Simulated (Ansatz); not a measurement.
Start from TiO₂ in the anatase structure (space group I4_1/amd, No. 141; a = 3.7988 Å, c = 9.7007 Å). Axes: x, y, z lie along a, b, c of the conventional cell.

Modification: uniaxial strain ε_zz = +0.60 %, all other strain components held at zero; the atoms relax in the strained cell.

Computed with PBE, PAW, 420 eV (Ansatz, a program for electronic structure; without spin-orbit coupling).

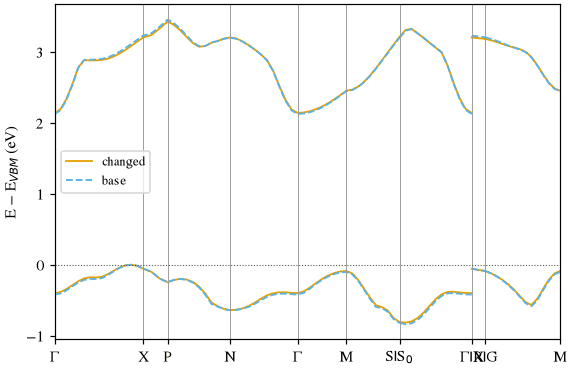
Figure: Highest valence and lowest conduction band along the path, each from its own valence-band maximum

Q: Read the changed gap and its character from the plot.

A: About 2.1 eV, indirect, Γ–X (87 % along) → Γ.

Whether these cells are dynamically stable was not tested. The final runs are not spin-polarised.
